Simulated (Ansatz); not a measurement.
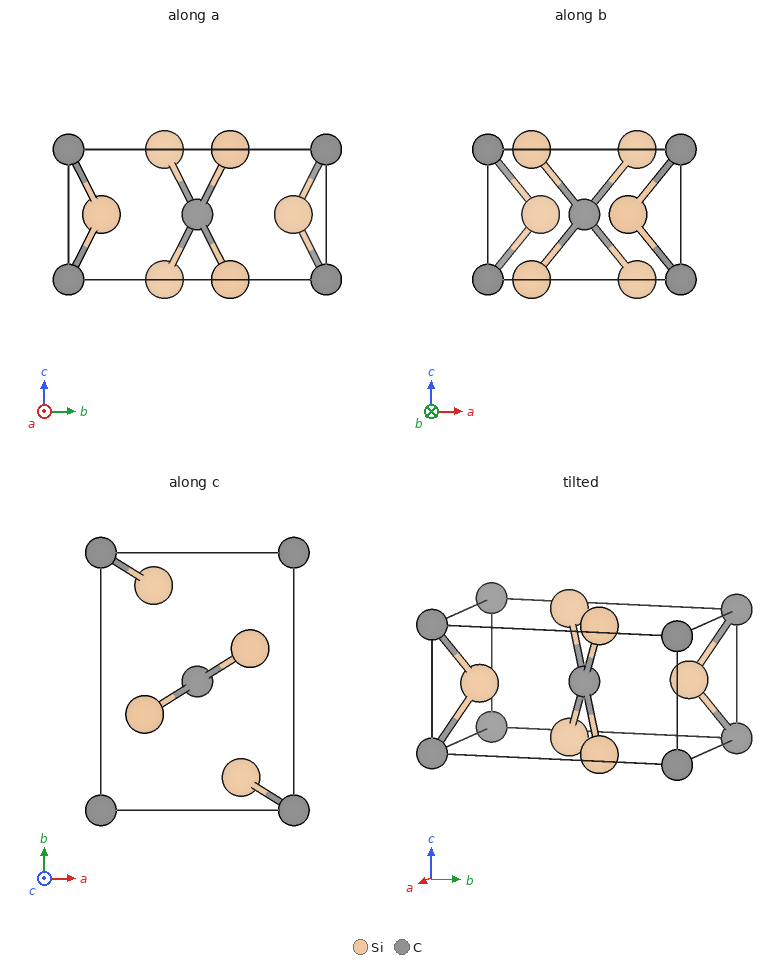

The image is a ball-and-stick drawing of a crystal, viewed along the a axis, along the b axis, along the c axis and slightly off an axis. The conventional unit cell is outlined; an atom on or near a face, edge or corner is repeated at each equivalent position.

Lattice parameters: a = 4.2737 Å, b = 5.7087 Å, c = 2.8828 Å, α = 90.000°, β = 90.000°, γ = 90.000°.

### Turn the picture into a CIF with its space group and independent sites, with free fractional coordinates to two decimals.

```cif
data_structure
_symmetry_space_group_name_H-M 'P n n m'
_symmetry_Int_Tables_number 58
_cell_length_a 4.2737
_cell_length_b 5.7087
_cell_length_c 2.8828
_cell_angle_alpha 90.000
_cell_angle_beta 90.000
_cell_angle_gamma 90.000
_cell_volume 70.33
loop_
_atom_site_label
_atom_site_type_symbol
_atom_site_symmetry_multiplicity
_atom_site_Wyckoff_symbol
_atom_site_fract_x
_atom_site_fract_y
_atom_site_fract_z
_atom_site_occupancy
Si1 Si 4 g 0.27 0.87 0.50 1
C1 C 2 a 0.50 0.50 0.50 1
```

It derives from a textbook structure type filled with these elements (whether it is the usual form wasn't checked). The final geometry of a relaxation with DFT PBE, scalar-relativistic, plane waves, PAW (Ansatz 0.2.0) is shown.
